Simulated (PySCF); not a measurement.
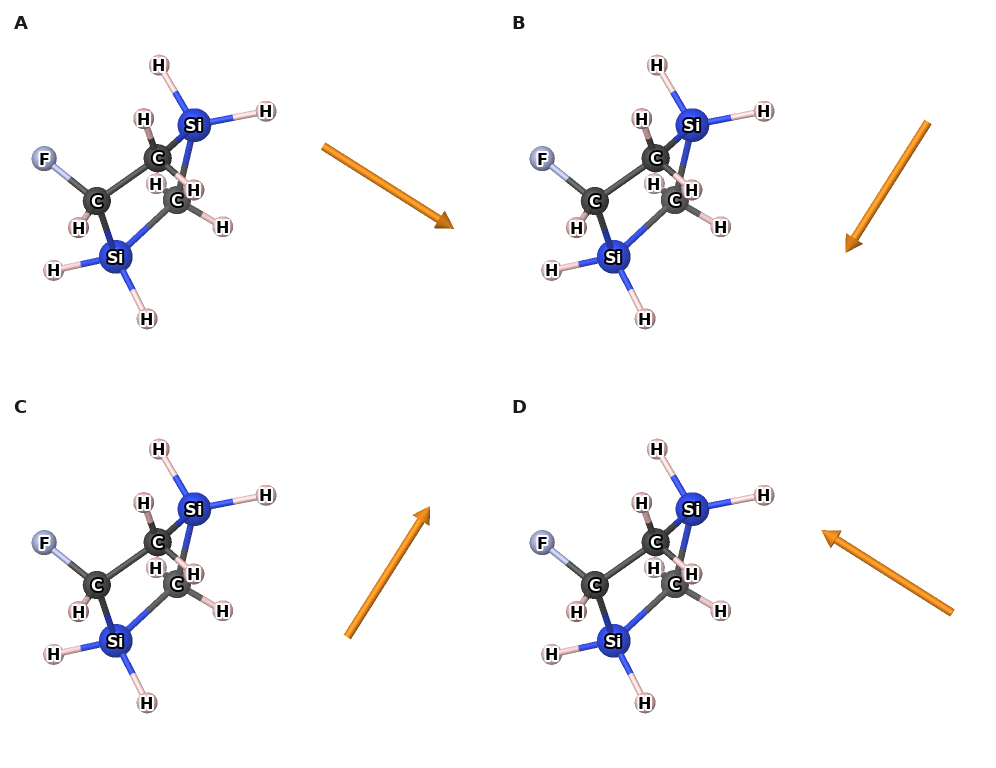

The same molecule four times, each with an arrow. The computed structure is the end point of a GFN2-xTB optimisation. No frequency run is at hand to confirm it as a minimum. Properties computed with ωB97X-D/def2-SVPD, gas phase (PySCF 2.14.0).

Which arrow points along the dipole moment, from the negative to the positive end?

Answer. A. The dipole moment is 1.84 D.

The geometry is semi-empirical. Around Si such bond lengths and angles can be off by a tenth of an ångström or more and by several degrees, and values that hang on the shape move with them.
